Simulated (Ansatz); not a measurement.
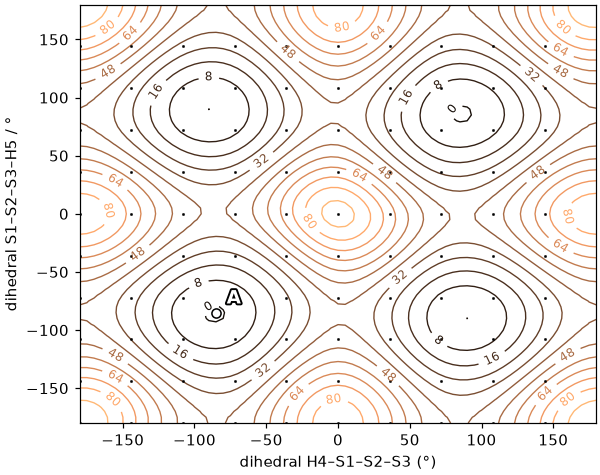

H₂S₃, SMILES SSS. Coordinates scanned: (1) dihedral H4–S1–S2–S3; (2) dihedral S1–S2–S3–H5. Nothing is relaxed (all other coordinates rigid). The grid has 10 × 10 points; 52 points were computed and 48 follow by symmetry. Points are written as (first, second). All energies are given in kJ/mol relative to the relaxed molecule at the same level. All numbers below come from RKS B3LYP-D4/def2-TZVP in Ansatz.

The picture shows contour lines labelled in kJ/mol, dots at the grid points, the point A. Between grid points the surface is interpolated.

What is the easiest way out of the well at A, and how high is the barrier?

Answer. The easiest path leads from the well at about (−85°, −85°) to the well at about (−90°, 90°), about 0.51 kJ/mol higher (on a rigid scan; wells that are mirror images or exchange like atoms can differ by this much). Its highest point lies about 40 kJ/mol above the bottom of the first well on the interpolated surface, at about (−85°, 0°). The start is the relaxed structure and all else is held, so a fully relaxed path at this level can only be lower.

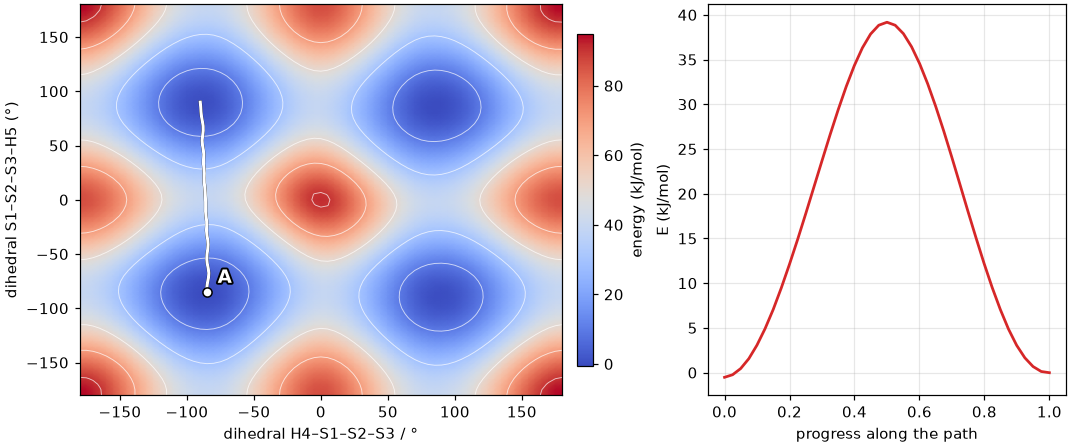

The picture shows a smooth colour map with a few white contour lines, a line along the lowest path, the energy along the path at the right. Between grid points the surface is interpolated.
